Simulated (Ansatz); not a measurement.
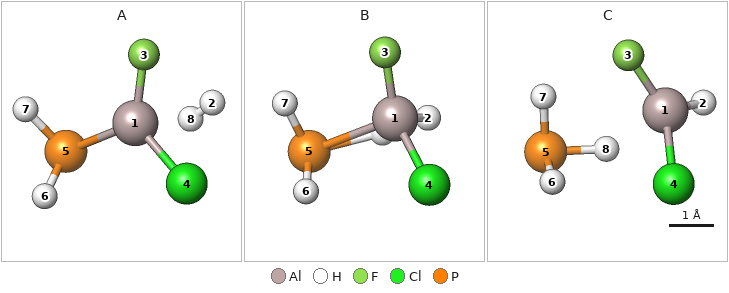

3 geometries from a converged minimum-energy path of AlPH4ClF, made up at the start of AlHClF and PH3, shuffled. Style: ball-and-stick. Shown at a tilt.

Theory: RKS PBE0-D4/6-31G* in Ansatz. Settings: 5 movable images; climbing image; force threshold 0.05 eV/Å; iteration limit 54; starting path through a guess of the saddle point.

Which of them lies highest in energy?

Answer. B. In order along the path, whose images run from 0 to 6: C (image 0, 0.0 kcal/mol), B (image 2, +28.0 kcal/mol), A (image 5, −5.4 kcal/mol). Breaking: Al1–H2 (1.57 → 1.71 at the top → 2.53 Å), P5–H8 (1.43 → 1.78 at the top → 3.45 Å). Forming: Al1–P5 (3.27 → 2.52 at the top → 2.31 Å), H2–H8 (2.53 → 1.12 at the top → 0.75 Å).

Limits of the set-up: the start holds two separate molecules, 2.4 Å apart at their closest, whose relative position is a soft coordinate.
